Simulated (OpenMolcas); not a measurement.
Energy and gradient calculation, with input and output: AlHBrF

AlHBrF, SMILES [F][AlH][Br], computed with HF/STO-3G, RHF (OpenMolcas 26.06).

The geometry comes from this level: PBE0-D4/def2-TZVP.

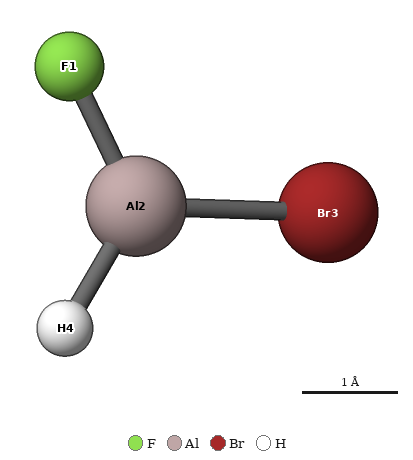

*The structure (ball-and-stick view, seen at a tilt; atoms are numbered from 1 in the order of the input). Sticks mark near contacts.*

Bond lengths as drawn: Al–Br 2.24 Å, Al–F 1.64 Å and Al–H 1.56 Å.

### The input
```
&GATEWAY
  BasLib
  $CurrDir
  Coord
  4
  angstrom
  F        0.779100      -0.805100       1.280100
  Al       0.132300       0.076200       0.056400
  Br      -1.566600      -0.822700      -1.088000
  H        0.710500       1.491300      -0.268800
  Basis
  STO-3G
  Group
  NoSym

&SEWARD

&SCF
  Thresholds
  1e-10 1e-07 1e-07 1e-05
  PrOrbitals
  1 2

&ALASKA
```

Launched with:
```bash
export MOLCAS_MEM=1860
pymolcas calc.input > calc.log
```

### Log
```
--- Start Module: gateway ---

                                              &GATEWAY

                       available to each process: 1.9 GB of memory, 1 thread

 Basis Set     1 Label: F.STO-3G
 Basis set is read from library:.
 basistype.tbl is not found

 Basis Set     2 Label: AL.STO-3G
 Basis set is read from library:.
 basistype.tbl is not found

 Basis Set     3 Label: BR.STO-3G
 Basis set is read from library:.
 basistype.tbl is not found

 Basis Set     4 Label: H.STO-3G
 Basis set is read from library:.
 basistype.tbl is not found

++    Symmetry information:
      ---------------------

                    Character Table for C1

                             E
                    a        1  x, y, xy, Rz, z, xz, Ry, yz, Rx, I
--

++    Basis set information:
      ----------------------

      Basis set label: F.STO-3G.........

      Electronic valence basis set:
      ------------------
      Associated Effective Charge   9.000000 au
      Associated Actual Charge      9.000000 au
      Nuclear Model: Point charge

      Shell  nPrim  nBasis  Cartesian Spherical Contaminant
         s       6       2        X
         p       3       1        X

      Basis set label: AL.STO-3G.........

      Electronic valence basis set:
      ------------------
      Associated Effective Charge  13.000000 au
      Associated Actual Charge     13.000000 au
      Nuclear Model: Point charge

      Shell  nPrim  nBasis  Cartesian Spherical Contaminant
         s       9       3        X
         p       6       2        X

      Basis set label: BR.STO-3G.........

      Electronic valence basis set:
      ------------------
      Associated Effective Charge  35.000000 au
      Associated Actual Charge     35.000000 au
      Nuclear Model: Point charge

      Shell  nPrim  nBasis  Cartesian Spherical Contaminant
         s      12       4        X
         p       9       3        X
         d       3       1                 X

      Basis set label: H.STO-3G.........

      Electronic valence basis set:
      ------------------
      Associated Effective Charge   1.000000 au
      Associated Actual Charge      1.000000 au
      Nuclear Model: Point charge

      Shell  nPrim  nBasis  Cartesian Spherical Contaminant
         s       3       1        X
--

++    Molecular structure info:
      -------------------------

                    ************************************************
                    **** Cartesian Coordinates / bohr, angstrom ****
                    ************************************************

     Center  Label                x              y              z                     x              y              z
        1      F1               1.472286      -1.521419       2.419038              0.779100      -0.805100       1.280100
        2      AL2              0.250011       0.143997       0.106581              0.132300       0.076200       0.056400
        3      BR3             -2.960445      -1.554678      -2.056022             -1.566600      -0.822700      -1.088000
        4      H4               1.342650       2.818149      -0.507958              0.710500       1.491300      -0.268800

                    ***************************************
                    *    InterNuclear Distances / bohr    *
                    ***************************************

               1 F1            2 AL2           3 BR3           4 H4
    1 F1       0.000000
    2 AL2      3.100811        0.000000
    3 BR3      6.298918        4.227218        0.000000
    4 H4       5.236025        2.953406        6.327301        0.000000

                    *******************************************
                    *    InterNuclear Distances / angstrom    *
                    *******************************************

               1 F1            2 AL2           3 BR3           4 H4
    1 F1       0.000000
    2 AL2      1.640878        0.000000
    3 BR3      3.333244        2.236947        0.000000
    4 H4       2.770785        1.562875        3.348264        0.000000
--

            Nuclear Potential Energy            207.02860080 au

--- Stop Module: gateway /rc=_RC_ALL_IS_WELL_ ---

--- Start Module: seward ---

                                              &SEWARD

                       available to each process: 1.9 GB of memory, 1 thread

               SEWARD will generate:
                  Multipole Moment integrals up to order  2
                  Kinetic Energy integrals
                  Nuclear Attraction integrals (point charge)
                  One-Electron Hamiltonian integrals
                  Velocity integrals
                  Orbital angular momentum around ( -1.5691  -1.1506  -0.9049 )
                  Velocity quadrupole around ( -1.5691  -1.1506  -0.9049 )
                  Two-Electron Repulsion integrals

                   Integrals are discarded if absolute value <: 1.00E-14
                   Integral cutoff threshold is set to       <: 1.00E-16

            Nuclear Potential Energy            207.02860080 au

      Basis set specifications :
      Symmetry species         a
      Basis functions           33

--- Stop Module: seward /rc=_RC_ALL_IS_WELL_ ---

--- Start Module: scf ---

                                                &SCF

                       available to each process: 1.9 GB of memory, 1 thread

++    Input section:
      --------------

      Header of the integral files:

      Cartesian coordinates in angstrom:
      -----------------------------------------------------
      No.  Label        X            Y            Z
      -----------------------------------------------------
       1   F1         0.77910000  -0.80510000   1.28010000
       2   AL2        0.13230000   0.07620000   0.05640000
       3   BR3       -1.56660000  -0.82270000  -1.08800000
       4   H4         0.71050000   1.49130000  -0.26880000
      -----------------------------------------------------
      Nuclear repulsion energy =  207.02860080
--

++    Orbital specifications:
      -----------------------

      Symmetry species               1
                                     a
      Frozen orbitals                0
      Occupied orbitals             29
      Secondary orbitals             4
      Deleted orbitals               0
      Total number of orbitals      33
      Number of basis functions     33
--

      Molecular charge                           0.000

++    Optimization specifications:
      ----------------------------

      SCF Algorithm: Conventional
      Minimized density differences are used
      Number of density matrices in core                 5
      Maximum number of NDDO SCF iterations            400
      Maximum number of HF SCF iterations              400
      Threshold for SCF energy change             1.00E-10
      Threshold for density matrix                1.00E-07
      Threshold for Fock matrix                   1.00E-07
      Threshold for linear dependence             1.00E-09
      Threshold at which DIIS is turned on        1.50E-01
      Maximum depth in the DIIS procedure                5
      Maximum depth in the BFGS Hessian update          30
      Threshold at which QNR/C2DIIS is turned on  7.50E-02
      Threshold for Norm(delta) (QNR/C2DIIS)      1.00E-05
      All orbitals punched on: SCFORB
--

      Input vectors read from INPORB
      Orbital file label: *Guess orbitals

++ Convergence information
                                   SCF        iterations: Energy and convergence statistics

Iter     Tot. SCF        One-elec.       Two-elec.     Energy      Max Dij or  Max Fij      DNorm      TNorm      AccCon     Time
         Energy          Energy          Energy        Change      Delta Norm                                                in Sec.

 The total and one-electron energies are shifted by a value of      2000. a.u.

   1  -882.151670800 -2452.923635013  1363.743363418   0.00E+00    3.58E-01*   2.75E-01*    1.28E+01   3.13E+02   None         0.
   2  -882.406094657 -2452.033366006  1362.598670554  -2.54E-01*   8.21E-02*   2.96E-02*    2.01E+00   3.13E+02   EDIIS        0.
   3  -882.411445831 -2452.024382399  1362.584335773  -5.35E-03*   1.26E-02*   6.14E-03*    2.08E-01   3.13E+02   c2DIIS       0.
   4  -882.411976905 -2452.031590901  1362.591013201  -5.31E-04*   6.41E-03*   3.51E-03*    5.16E-02   3.13E+02   QNRc2DIIS    0.
   5  -882.412073812 -2452.033678969  1362.593004362  -9.69E-05*   5.81E-03*   1.42E-03*    5.50E-03   3.13E+02   QNRc2DIIS    0.
   6  -882.412101991 -2452.035106149  1362.594403363  -2.82E-05*   2.55E-04*   1.36E-04*    1.36E-03   3.13E+02   QNRc2DIIS    0.
   7  -882.412102140 -2452.034973253  1362.594270318  -1.49E-07*   9.53E-05*   3.15E-05*    1.90E-04   3.13E+02   QNRc2DIIS    0.
   8  -882.412102151 -2452.034977020  1362.594274074  -1.12E-08*   4.43E-06    1.99E-06*    2.43E-05   3.13E+02   QNRc2DIIS    0.
   9  -882.412102151 -2452.034998112  1362.594295166  -3.09E-11    5.46E-07    2.57E-07*    8.35E-04   3.13E+02   QNRc2DIIS    0.
  10  -882.412102151 -2452.034998426  1362.594295479   0.00E+00    2.10E-07    6.36E-08     8.73E-03   3.13E+02   QNRc2DIIS    0.

       Convergence after  10 Iterations
--

 *****************************************************************************************************************************
 *                                             SCF/KS-DFT Program, Final results                                             *
 *                                                       Final Results                                                       *
 *****************************************************************************************************************************

::    Total SCF energy                              -2882.4121021513
      One-electron energy                           -4452.0349984259
      Two-electron energy                            1362.5942954794
      Nuclear repulsion energy                        207.0286007952
      Kinetic energy (interpolated)                  2878.6218290493
      Virial theorem                                    1.0013166971
      Total spin, S(S+1)                                0.0000000000
      Total spin, S                                     0.0000000000
      Max non-diagonal density matrix element           0.0000002093
      Max non-diagonal Fock matrix element              0.0000000311

      All orbitals with orbital energies smaller than  E(LUMO)+0.5 are printed

++    Molecular orbitals:
      -------------------

      Title: SCF orbitals

      Molecular orbitals for symmetry species 1: a

      Basis set list:
        1 F1     1s                 10 AL2    2px                19 BR3    2px                28 BR3    3d2-
        2 F1     1s                 11 AL2    2py                20 BR3    2px                29 BR3    3d1-
        3 F1     2px                12 AL2    2py                21 BR3    2px                30 BR3    3d0
        4 F1     2py                13 AL2    2pz                22 BR3    2py                31 BR3    3d1+
        5 F1     2pz                14 AL2    2pz                23 BR3    2py                32 BR3    3d2+
        6 AL2    1s                 15 BR3    1s                 24 BR3    2py                33 H4     1s
        7 AL2    1s                 16 BR3    1s                 25 BR3    2pz
        8 AL2    1s                 17 BR3    1s                 26 BR3    2pz
        9 AL2    2px                18 BR3    1s                 27 BR3    2pz

  Index Energy  Occupation Coefficients ...

    1 -484.3898    2.0000         15 BR3    1s     ( 0.994),

    2  -63.1200    2.0000         16 BR3    1s     ( 1.058),

    3  -57.8686    2.0000          6 AL2    1s     ( 0.994),

    4  -57.6693    2.0000         19 BR3    2px    ( 0.754),    22 BR3    2py    ( 0.398),    25 BR3    2pz    ( 0.509),

    5  -57.6679    2.0000         19 BR3    2px    (-0.644),    22 BR3    2py    ( 0.409),    25 BR3    2pz    ( 0.635),

    6  -57.6678    2.0000         22 BR3    2py    ( 0.812),    25 BR3    2pz    (-0.569),

    7  -25.7998    2.0000          1 F1     1s     ( 0.995),

    8   -9.0747    2.0000         17 BR3    1s     ( 1.072),

    9   -6.8243    2.0000         20 BR3    2px    ( 0.809),    23 BR3    2py    ( 0.426),    26 BR3    2pz    ( 0.546),

   10   -6.8155    2.0000         20 BR3    2px    (-0.692),    23 BR3    2py    ( 0.439),    26 BR3    2pz    ( 0.682),

   11   -6.8148    2.0000         23 BR3    2py    ( 0.873),    26 BR3    2pz    (-0.610),

   12   -4.7963    2.0000          7 AL2    1s     ( 1.030),

   13   -3.0252    2.0000          9 AL2    2px    ( 0.636),    13 AL2    2pz    ( 0.716),

   14   -3.0243    2.0000          9 AL2    2px    (-0.627),    11 AL2    2py    ( 0.398),    13 AL2    2pz    ( 0.618),

   15   -3.0235    2.0000         11 AL2    2py    ( 0.872),

   16   -2.1790    2.0000         28 BR3    3d2-   ( 0.533),    31 BR3    3d1+   ( 0.688),    32 BR3    3d2+   ( 0.346),

   17   -2.1763    2.0000         29 BR3    3d1-   ( 0.467),    30 BR3    3d0    ( 0.568),    32 BR3    3d2+   (-0.658),

   18   -2.1757    2.0000         28 BR3    3d2-   (-0.604),    30 BR3    3d0    ( 0.509),    31 BR3    3d1+   ( 0.458),    32 BR3    3d2+   ( 0.361),

   19   -2.1675    2.0000         28 BR3    3d2-   ( 0.550),    30 BR3    3d0    ( 0.634),    31 BR3    3d1+   (-0.343),

   20   -2.1675    2.0000         29 BR3    3d1-   ( 0.743),    31 BR3    3d1+   (-0.419),    32 BR3    3d2+   ( 0.471),

   21   -1.4042    2.0000          2 F1     1s     ( 0.979),

   22   -0.8384    2.0000         18 BR3    1s     ( 0.949),

   23   -0.5178    2.0000          4 F1     2py    ( 0.344),     5 F1     2pz    (-0.365),     8 AL2    1s     ( 0.549),    33 H4     1s     ( 0.348),

   24   -0.4453    2.0000          3 F1     2px    ( 0.632),     4 F1     2py    ( 0.472),     5 F1     2pz    ( 0.337),

   25   -0.4245    2.0000          3 F1     2px    (-0.620),     4 F1     2py    ( 0.394),     5 F1     2pz    ( 0.612),

   26   -0.4082    2.0000          4 F1     2py    (-0.571),     5 F1     2pz    ( 0.365),    33 H4     1s     ( 0.399),

   27   -0.3383    2.0000          3 F1     2px    ( 0.299),    21 BR3    2px    ( 0.556),    27 BR3    2pz    ( 0.430),    33 H4     1s     (-0.343),

   28   -0.3030    2.0000         21 BR3    2px    (-0.651),    24 BR3    2py    ( 0.413),    27 BR3    2pz    ( 0.642),

   29   -0.2959    2.0000         24 BR3    2py    (-0.837),    27 BR3    2pz    ( 0.547),

   30    0.3059    0.0000         10 AL2    2px    (-0.670),    12 AL2    2py    ( 0.425),    14 AL2    2pz    ( 0.660),

   31    0.3423    0.0000          8 AL2    1s     (-1.068),    33 H4     1s     ( 0.562),

   32    0.5959    0.0000         10 AL2    2px    ( 0.848),    14 AL2    2pz    ( 0.752),

   33    0.6636    0.0000         12 AL2    2py    (-1.078),    33 H4     1s     ( 0.770),

--

++    Molecular charges:
      ------------------

      Mulliken charges per centre and basis function type
      ---------------------------------------------------

                F1      AL2     BR3     H4
      1s       3.9560  4.9135  7.9688  1.2413
      2px      1.8614  2.3215  5.6801  0.0000
      2pz      1.7081  2.3045  5.8353  0.0000
      2py      1.8369  2.4817  5.8920  0.0000
      3d2+     0.0000  0.0000  1.9999  0.0000
      3d1+     0.0000  0.0000  1.9996  0.0000
      3d0      0.0000  0.0000  1.9999  0.0000
      3d1-     0.0000  0.0000  1.9999  0.0000
      3d2-     0.0000  0.0000  1.9997  0.0000
      Total    9.3624 12.0211 35.3752  1.2413

      N-E     -0.3624  0.9789 -0.3752 -0.2413

      Total electronic charge=   58.000000

      Total            charge=   -0.000000
--

++    Molecular properties:
      ---------------------

      Charge (e):
                      =   -0.0000
      Dipole Moment (debye):
      Origin of the operator (angstrom)=   -0.8303   -0.6089   -0.4789
                   X=  1.5233E+00               Y=  1.3993E+00               Z=  6.4457E-01           Total=  2.1665E+00
      Quadrupole Moment (debye*angstrom):
      Origin of the operator (angstrom)=   -0.8303   -0.6089   -0.4789
                  XX= -3.2259E+01              XY= -8.4052E-01              XZ= -4.2458E+00              YY= -3.2074E+01
                  YZ=  2.0694E+00              ZZ= -3.3179E+01
      In traceless form (debye*angstrom)
                  XX=  3.6725E-01              XY= -1.2608E+00              XZ= -6.3687E+00              YY=  6.4454E-01
                  YZ=  3.1041E+00              ZZ= -1.0118E+00
--

--- Stop Module: scf /rc=_RC_ALL_IS_WELL_ ---

--- Start Module: alaska ---

                                              &ALASKA

                       available to each process: 1.9 GB of memory, 1 thread

                     Threshold for contributions to the gradient: 1.000E-07

                    ********************************************
                    * Symmetry Adapted Cartesian Displacements *
                    ********************************************

           Irreducible representation : a
           Basis function(s) of irrep: x, y, xy, Rz, z, xz, Ry, yz, Rx, I

 Basis Label        Type   Center Phase
   1   F1           x         1     1
   2   F1           y         1     1
   3   F1           z         1     1
   4   AL2          x         2     1
   5   AL2          y         2     1
   6   AL2          z         2     1
   7   BR3          x         3     1
   8   BR3          y         3     1
   9   BR3          z         3     1
  10   H4           x         4     1
  11   H4           y         4     1
  12   H4           z         4     1

                     No automatic utilization of translational and rotational invariance of the energy is employed.

 Conventional ERI gradients!

 **************************************************
 *              Molecular gradients               *
 **************************************************

  Irreducible representation: a
 ------------------------------------------------------------------------------------------
                              X                       Y                       Z
 ------------------------------------------------------------------------------------------
  F1                1.35293934686960E-02   -1.39347589385794E-02    2.26939294661861E-02
  AL2              -1.36998626334481E-02   -1.63210219479399E-02   -3.36369430817296E-03
  BR3              -1.72948842261391E-02   -8.72039908413669E-03   -1.19304278845540E-02
  H4                1.74653533908717E-02    3.89761799706383E-02   -7.39980727346579E-03
 ------------------------------------------------------------------------------------------

--- Stop Module: alaska /rc=_RC_ALL_IS_WELL_ ---

.##################.
.# Happy landing! #.
.##################.

    Timing: Wall=1.91 User=1.51 System=0.39
```

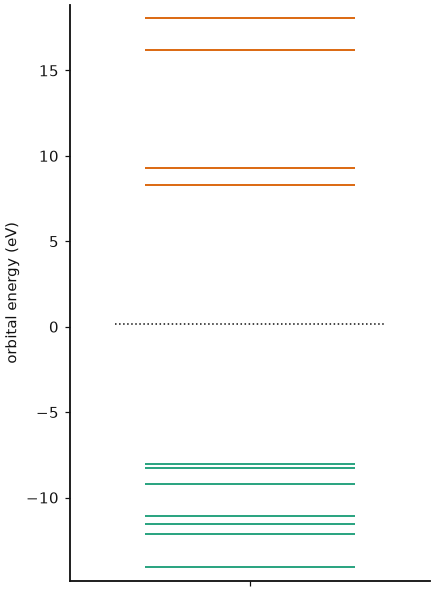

*Orbital energies near the frontier; the dotted line parts filled from empty levels, and levels within 0.02 eV of each other stand side by side.*

Highest filled −8.05 eV, lowest empty 8.32 eV, 16.37 eV apart.

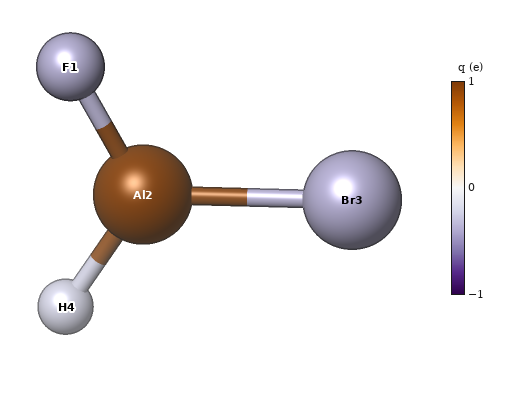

*Mulliken charges, as the colour of each atom (ball-and-stick view, seen at a tilt; atoms are numbered from 1 in the order of the input).*

By element: F −0.36, Al +0.98, Br −0.38 and H −0.24 e.

### Results in brief

| quantity | value |
| --- | --- |
| outcome | converged |
| total energy | −2882.412102 hartree |
| basis functions | 33 |
| largest force | 2.229 eV/Å |
| HOMO | −8.05 eV |
| LUMO | 8.32 eV |
| dipole moment | 2.17 debye |
| hardware | 1 thread of Arm Neoverse V1, 24 GiB of memory available, shared host |
| wall time | 2.1 s |
| peak memory | 0.37 GiB |
